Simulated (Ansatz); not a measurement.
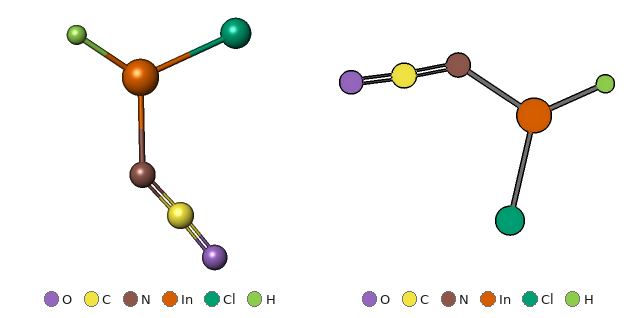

Both panels show the same species.

The computed structure is the end point of a PBE0-D4/def2-TZVP optimisation.

Give the formula.

Answer. CHClInNO, 6 atoms: 1 carbon, 1 hydrogen, 1 chlorine, 1 indium, 1 nitrogen and 1 oxygen.

How many bonds of each kind are drawn?

Answer. 1 C–O, 1 C–N, 1 In–N, 1 Cl–In, 1 In–H.

How many sets of symmetry-equivalent atoms are there?

Answer. 6: 1 O, 1 C, 1 N, 1 In, 1 Cl, 1 H.

Give the symmetry (Schoenflies symbol).

Answer. Cs.

What is its SMILES?

Answer. O=C=[N][InH][Cl]

The parts below concern this one geometry. Atoms keep their numbers from picture to picture.

Charges

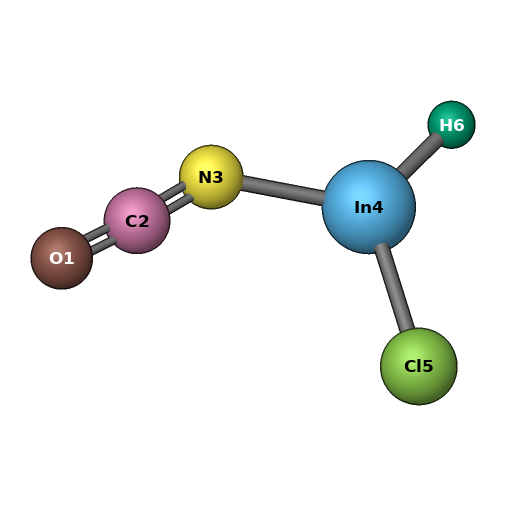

The questions are on Mulliken charges. Properties computed with RKS B3LYP-D4/def2-TZVPP, core potentials on In (Ansatz 0.2.0).

Which atom carries the highest charge (most positive or least negative)?

Answer. In4 (0.79 e).

And the lowest?

Answer. N3 (−0.37 e).

Give the Mulliken charges atom by atom.

```csv
atom,value (e)
O1,−0.22
C2,0.22
N3,−0.37
In4,0.79
Cl5,−0.36
H6,−0.07
```

Levels of theory compared

Program: Ansatz 0.2.0.

Tabulate dipole (D) at these levels: B3LYP-D4/def2-TZVPP; PBE-D4/def2-TZVPP; PBE0-D4/def2-TZVP; r2SCAN-D4/def2-TZVPP; ωB97M-V/def2-TZVPP.

| level | dipole (D) |
| --- | --- |
| B3LYP-D4/def2-TZVPP | 3.60 |
| PBE-D4/def2-TZVPP | 3.38 |
| PBE0-D4/def2-TZVP | 3.64 |
| r2SCAN-D4/def2-TZVPP | 3.54 |
| ωB97M-V/def2-TZVPP | 3.65 |

Thermal motion

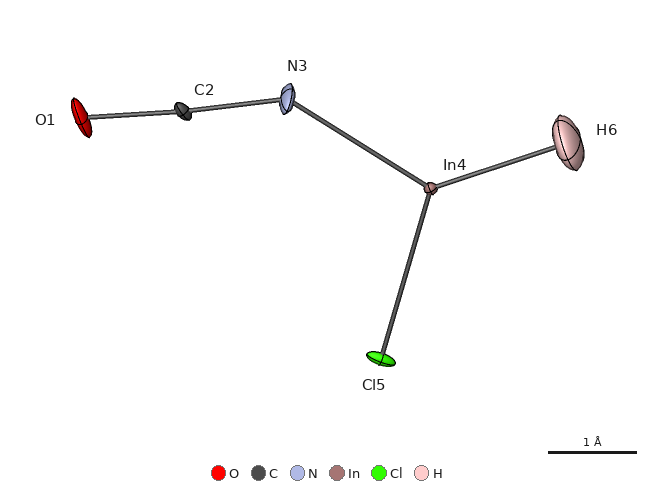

Displacement ellipsoids at the 50 % level, from the internal vibrations of the free molecule (harmonic, no overall translation or rotation; no half-axis is drawn under 0.075 Å). Vibrations computed with RKS PBE0-D4/def2-TZVP, core potentials on In (Ansatz 0.2.0). Temperature: 100 K.

List U_eq and the three principal root-mean-square amplitudes for each kind of atom.

```
atom  U_eq (Å²)   rms amplitudes (Å)
  O1     0.0132  0.037, 0.097, 0.170
  C2     0.0039  0.045, 0.053, 0.084
  N3     0.0141  0.038, 0.089, 0.181
 In4    0.00038  0.012, 0.019, 0.026
 Cl5     0.0047  0.024, 0.032, 0.112
  H6     0.0376  0.095, 0.201, 0.251
```

Mulliken values depend strongly on the basis set and can even reverse the polarity of a bond.
